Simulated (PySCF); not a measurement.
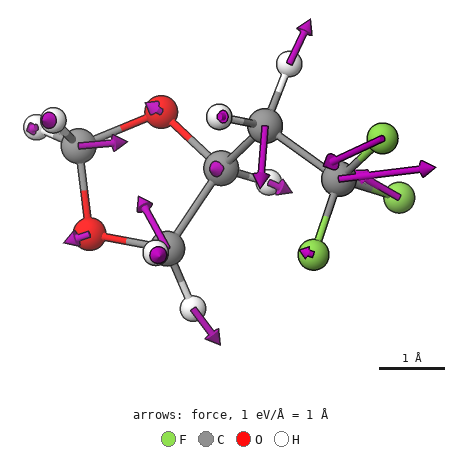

Starting geometry of C5H7F3O2 with the computed forces as purple arrows. Style: ball-and-stick. Shown at a tilt.

The start comes from GFN2-xTB. Its atoms were then displaced at random by about 0.01 Å.

All numbers below come from PBE0-D3(BJ)/def2-SVP geometry optimisation, gas phase in PySCF. 

Question: What follows when this structure is relaxed?

Answer: It isn't relaxed: the largest force vector, on a C atom, is 1.64 eV/Å. The final displacements have little in common with the starting forces (cosine between the two patterns 0.10). After 12 geometry steps the energy has fallen by 11.4 kJ/mol. The largest move after the best rigid fit is that of an H atom, 0.32 Å. Largest moves by element: H 0.32 Å, O 0.25 Å, F 0.13 Å, C 0.10 Å. Among the contacts that change: C–F 1.374 → 1.334 Å, C–H 1.076 → 1.099 Å, C–H 1.088 → 1.109 Å, C–C 1.550 → 1.534 Å. Bond angles that change, for instance: O–C–H 106.4° → 109.0°, F–C–F 105.5° → 107.6°. The run took 5.8 min on 1 thread of AMD EPYC, with other jobs on the host.
